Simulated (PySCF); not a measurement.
**TaHF: doublet, from a bent start**

Where does doublet TaHF go from a bent start, is the end point a minimum, and what are its modes, charges and moments?

Method: PBE0, basis Ta def2-TZVP with ECP60, H def2-TZVP, F def2-TZVP, scalar-relativistic core potentials, no spin–orbit coupling, density fitting; program: PySCF 2.14.0.

## Step 1: The starting structure

3 atoms, charge 0, spin multiplicity 2.

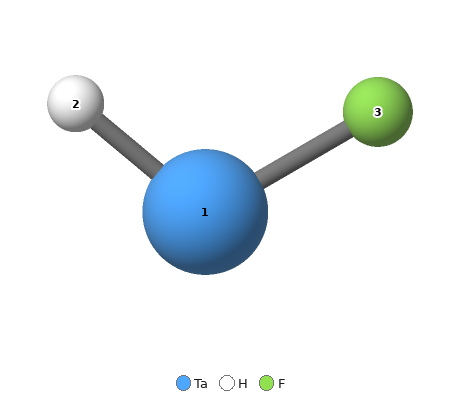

As it starts; tantalum blue, hydrogen white, fluorine green; atoms are numbered from 1 in the order of the file.

Coordinates in bohr (charge 0 multiplicity 2):
```
Ta    0.0000    0.0000    0.0000
H    -2.7554    0.0000    1.9294
F     3.2507    0.0000    2.2762
```

## Step 2: First SCF at the start

One driver script runs all steps and calls PySCF; scf.py shows how it sets up the SCF of each step. The optimiser is the driver's own. After this first run the driver tries any further starts and a stability analysis.

Input file scf.py:

```python
from pyscf import gto, scf, dft
mol = gto.M(atom='''
Ta     0.000000     0.000000     0.000000
H     -1.458100     0.000000     1.021000
F      1.720200     0.000000     1.204500''',
    basis={'Ta': 'def2-TZVP', 'H': 'def2-TZVP', 'F': 'def2-TZVP'},
    ecp={'Ta': 'def2-TZVP'},
    charge=0, spin=1)
mf = dft.UKS(mol, xc='PBE0')
mf.grids.atom_grid = (50, 194)
aux = {'Ta': 'def2-universal-JKFIT', 'H': 'def2-universal-JKFIT', 'F': 'def2-universal-JKFIT'}
mf = mf.density_fit(auxbasis=aux)
mf.conv_tol = 1e-08
mf.diis_space = 10
mf.max_cycle = 60
mf.init_guess = 'minao'
mf.verbose = 4
mf.kernel()
```

Launch:

```console
$ OMP_NUM_THREADS=2 python axn.py task.json out
```

The log of the run:

```text
init E= -138.728108254793
[... the frontier-level lines of each cycle are left out ...]
cycle= 1 E= -157.177146616568  delta_E= -18.4  |g|= 0.463  |ddm|= 3.34
cycle= 2 E= -157.06234112392  delta_E= 0.115  |g|= 0.779  |ddm|= 1.25
cycle= 3 E= -157.270001508545  delta_E= -0.208  |g|= 0.176  |ddm|= 0.51
cycle= 4 E= -157.283819122427  delta_E= -0.0138  |g|= 0.0516  |ddm|= 0.244
cycle= 5 E= -157.285997463314  delta_E= -0.00218  |g|= 0.0133  |ddm|= 0.0855
cycle= 6 E= -157.286600766618  delta_E= -0.000603  |g|= 0.00811  |ddm|= 0.0434
cycle= 7 E= -157.287356864772  delta_E= -0.000756  |g|= 0.00545  |ddm|= 0.0734
cycle= 8 E= -157.287833434542  delta_E= -0.000477  |g|= 0.00399  |ddm|= 0.065
cycle= 9 E= -157.288142243914  delta_E= -0.000309  |g|= 0.00398  |ddm|= 0.0511
cycle= 10 E= -157.288224381988  delta_E= -8.21e-05  |g|= 0.0042  |ddm|= 0.0122
cycle= 11 E= -157.28796142869  delta_E= 0.000263  |g|= 0.00267  |ddm|= 0.0641
cycle= 12 E= -157.287944058813  delta_E= 1.74e-05  |g|= 0.000999  |ddm|= 0.0366
cycle= 13 E= -157.287948603838  delta_E= -4.55e-06  |g|= 0.000629  |ddm|= 0.0119
cycle= 14 E= -157.287950912041  delta_E= -2.31e-06  |g|= 0.00027  |ddm|= 0.00594
cycle= 15 E= -157.28795152682  delta_E= -6.15e-07  |g|= 0.000116  |ddm|= 0.00366
cycle= 16 E= -157.287951583855  delta_E= -5.7e-08  |g|= 9.28e-05  |ddm|= 0.000695
cycle= 17 E= -157.287951624239  delta_E= -4.04e-08  |g|= 3.11e-05  |ddm|= 0.000833
cycle= 18 E= -157.287951632866  delta_E= -8.63e-09  |g|= 2.16e-05  |ddm|= 0.000261
Extra cycle  E= -157.287951637722  delta_E= -4.86e-09  |g|= 1.94e-05  |ddm|= 0.000149
converged SCF energy = -157.287951637722  <S^2> = 0.88188626  2S+1 = 2.1278029
```

This step, with its further starts and checks, took 10 s on 2 threads of Arm Neoverse V1, shared host.

Energies from each starting density:

```csv
start,energy (Eh)
the minimal-basis guess,-157.287952
a thermally smeared density,-157.298037
a smeared PBE density,-157.287952
```

This is not the lowest solution: one lies 26.5 kJ/mol lower, at -157.29804 Eh, and the relaxation starts from that.

## Step 3: Relaxing the doublet from the bent start

The program finds Cs symmetry in the start, which this walk keeps.

Changes to scf.py since step 2:

```diff
@@ -3,3 +3,3 @@
-Ta     0.000000     0.000000     0.000000
-H     -1.458100     0.000000     1.021000
-F      1.720200     0.000000     1.204500''',
+Ta    -0.155317     0.000000    -0.118995
+H     -1.613417     0.000000     0.902005
+F      1.564883     0.000000     1.085505''',
@@ -16 +15,0 @@
-mf.init_guess = 'minao'
```

Energy and gradient, step by step:

```csv
step,energy (Eh),change (kJ/mol),largest symmetric gradient (Eh/bohr)
0,-157.298037,0.00,0.06049
1,-157.321338,-61.18,0.02942
2,-157.321515,-61.64,0.04793
3,-157.325316,-71.62,0.00653
4,-157.325557,-72.25,0.00294
5,-157.325653,-72.50,0.00064
6,-157.325655,-72.51,0.00027
```

The walk took 12 s.

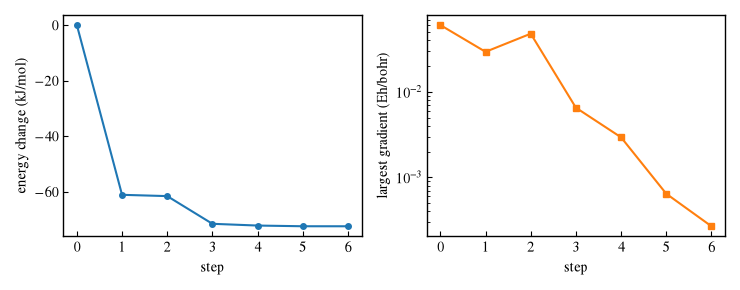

Energy and largest gradient along the walk.

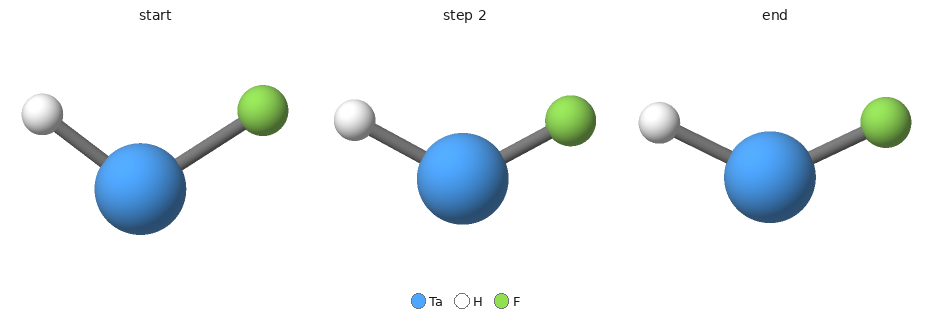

The geometry along the walk, at one scale.

After 6 steps and 72.5 kJ/mol it ends at Cs: Ta–F 1.850 Å, Ta–H 1.779 Å; F–Ta–H 128.5°.

## Step 4: Is it a minimum? Harmonic modes

On the finer grid the gradient is checked again; gradients at displacements of ±0.02 bohr then give force constants and infrared intensities.

Changes to scf.py since step 3:

```diff
@@ -3,3 +3,3 @@
-Ta    -0.155317     0.000000    -0.118995
-H     -1.613417     0.000000     0.902005
-F      1.564883     0.000000     1.085505''',
+Ta    -0.147145     0.000000    -0.088572
+H     -1.770275     0.000000     0.637186
+F      1.489337     0.000000     0.774695''',
@@ -10 +10 @@
-mf.grids.atom_grid = (50, 194)
+mf.grids.atom_grid = (75, 302)
@@ -13 +13 @@
-mf.conv_tol = 1e-08
+mf.conv_tol = 1e-10
```

The driver hands on the density of the step before, so the log starts near convergence.

Log of the central SCF (cycles and frontier levels):

```text
init E= -157.325762255472
[... the frontier-level lines of each cycle are left out ...]
cycle= 1 E= -157.325762255473  delta_E= -7.96e-13  |g|= 7.16e-07  |ddm|= 4.4e-06
Extra cycle  E= -157.325762255475  delta_E= -2.02e-12  |g|= 5.41e-07  |ddm|= 3.03e-06
converged SCF energy = -157.325762255475  <S^2> = 1.479827  2S+1 = 2.6304578
```

The whole step took 41 s.

Geometry: Cs; Ta–F 1.850 Å, Ta–H 1.778 Å; F–Ta–H 128.1°.

Harmonic modes (main isotopes):

| symmetry | ω (cm⁻¹) | IR (km/mol) | μ (u) | type |
| --- | --- | --- | --- | --- |
| a' | 425 | 2.1 | 1.10 | bend |
| a' | 687 | 100 | 13.75 | mixed |
| a' | 1831 | 186 | 1.01 | stretch |

Every mode is real; the point is a minimum.

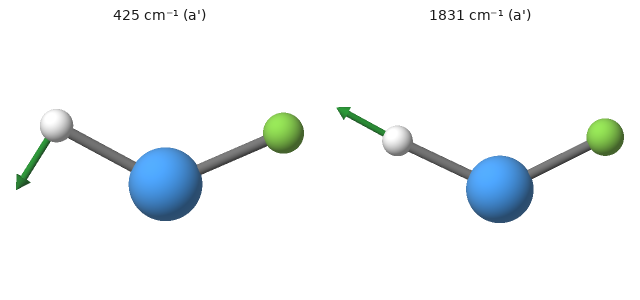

How the atoms move in 2 of the modes.

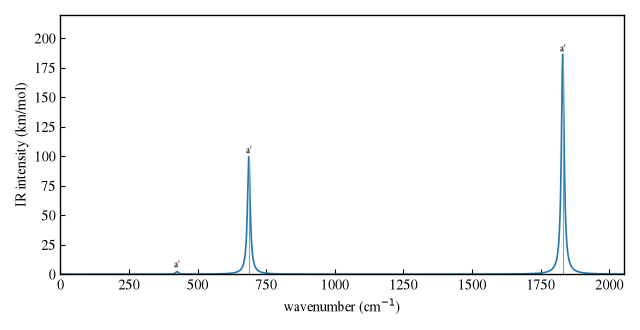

The harmonic infrared spectrum (widths in cm⁻¹). Lines are broadened to a width of 12 cm⁻¹ (Lorentzian).

Properties at this point:

```
Dipole moment                                                   : 1.17 D
Highest occupied level                                          : -5.47 eV
Lowest empty level                                              : -2.40 eV
Rotational constants                                            : 8.831, 0.2785, 0.27 cm⁻¹
Zero-point energy                                               : 17.6 kJ/mol
Principal polarisabilities                                      : 49.5, 62.2, 64.4 bohr³
Atomisation energy without zero-point energy                    : 856 kJ/mol
Principal traceless quadrupole moments about the centre of mass : -3.22, 0.00, 3.22 D Å
Entropy at 298.15 K and 1 bar (electronic part: spin only)      : 271.2 J/(mol K)
Heat capacity Cp at 298.15 K                                    : 42.9 J/(mol K)
Enthalpy at 298.15 K above 0 K                                  : 10.98 kJ/mol
Rotational symmetry number                                      : 1
Spin squared ⟨S²⟩                                               : 1.480
```

Populations by atom (charges in e):

```tsv
atom	Mulliken	Löwdin	polar tensor	spin (Mulliken)	Mayer order to Ta1
Ta1	0.51	0.38	0.71	1.08	–
H2	-0.14	-0.17	-0.20	-0.05	0.96
F3	-0.37	-0.21	-0.50	-0.03	1.06
```

Outer orbital energies (eV). α occupied: -41.18, -32.30, -13.38, -12.61, -12.59, -8.99, -6.31, -5.85; empty: -2.40, -2.19, -1.57, -0.56. β occupied: -40.48, -40.17, -32.39, -13.40, -12.75, -12.66, -8.89, -5.47; empty: -2.14, -1.89, -1.60, -1.54.

Mulliken populations on Ta1 (outside its core potential): s 3.23, p 6.28, d 2.93, f 0.06.

## Step 5: Results

| quantity | value |
| --- | --- |
| minimum | broken-symmetry (Ms = 1/2), Cs |
| geometry | Ta–F 1.850 Å, Ta–H 1.778 Å; F–Ta–H 128.1° |
| wavenumbers (cm⁻¹) | 425 (a'), 687 (a'), 1831 (a') |
| dipole moment | 1.17 D |
| highest occupied, lowest empty level (either spin) | -5.47, -2.40 eV |
| polar-tensor charge of Ta1 | +0.71 e |
| zero-point energy | 17.6 kJ/mol |
| entropy at 298.15 K | 271.2 J/(mol K) |
| atomisation energy (no zero-point energy) | 856 kJ/mol |
| ⟨S²⟩ | 1.480 |

**Reading.** The molecule stays Cs, as typed, and the end point is a minimum. The determinant is spin-contaminated (⟨S²⟩ = 1.48 against 0.75), so it is no pure spin state. The strongest infrared band lies at 1831 cm⁻¹ (a', stretch). The first SCF alone would have been 26 kJ/mol too high. Only this shape and spin were tried, so other structures or states may lie lower. One determinant may miss the lowest occupation of an open d or f shell. Spin–orbit coupling, left out here, can matter for elements this heavy.

The search up to here took 64 s.
